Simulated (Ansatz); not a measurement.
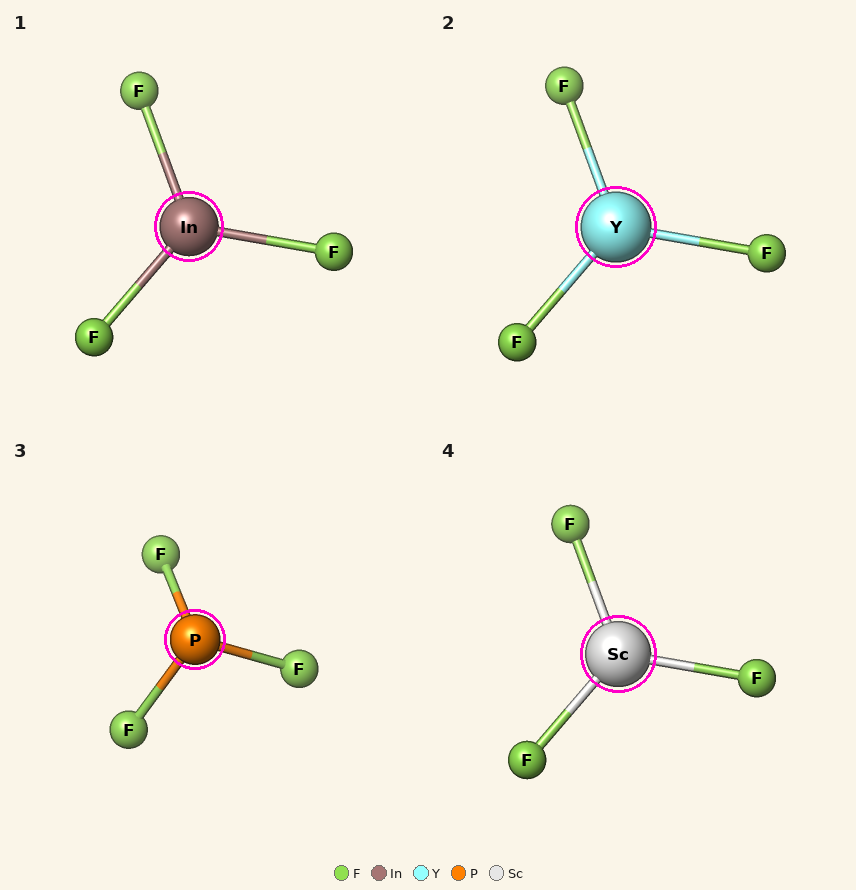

4 molecules with one skeleton, seen from the same side and at one scale; the atom that differs is circled. Each species is neutral and a spin singlet. Computed geometries: PBE0-D4/def2-TZVP optimisations, one conformation each. Properties computed with Ansatz 0.2.0. Elements past Kr carry core potentials.

One atom differs, called X below: In in panel 1, Y in panel 2, P in panel 3, Sc in panel 4. Their formulas are InF3 (`[F][In]([F])[F]`), YF3 (`[F][Y]([F])[F]`), PF3 (`FP(F)F`), ScF3 (`[F][Sc]([F])[F]`).

Rank them by the HOMO energy (Kohn–Sham orbital), lowest first (PBE0-D4/def2-SVP).

1 (In), 4 (Sc), 2 (Y), 3 (P).

Rank them by the harmonic zero-point energy, lowest first (PBE0-D4/def2-TZVP).

2 (Y), 1 (In), 4 (Sc), 3 (P).

Give the values. With PBE0-D4/def2-TZVP: mean length of X–F (Å), mean angle F–X–F (°), harmonic zero-point energy (kJ/mol), dipole moment (D). With PBE0-D4/def2-SVP: HOMO energy (Kohn–Sham orbital) (eV), HOMO–LUMO gap (eV).

```json
{"quantity": "mean length of X–F (Å)", "1 (In)": "1.918", "2 (Y)": "1.997", "3 (P)": "1.572", "4 (Sc)": "1.838"}
{"quantity": "mean angle F–X–F (°)", "1 (In)": "120.0", "2 (Y)": "120.0", "3 (P)": "97.6", "4 (Sc)": "120.0"}
{"quantity": "HOMO energy (Kohn–Sham orbital) (eV)", "1 (In)": "−10.86", "2 (Y)": "−10.32", "3 (P)": "−9.06", "4 (Sc)": "−10.81"}
{"quantity": "HOMO–LUMO gap (eV)", "1 (In)": "7.63", "2 (Y)": "8.00", "3 (P)": "9.41", "4 (Sc)": "8.38"}
{"quantity": "harmonic zero-point energy (kJ/mol)", "1 (In)": "13.6", "2 (Y)": "12.4", "3 (P)": "22.7", "4 (Sc)": "15.0"}
{"quantity": "dipole moment (D)", "1 (In)": "0.00", "2 (Y)": "0.00", "3 (P)": "0.98", "4 (Sc)": "0.00"}
```
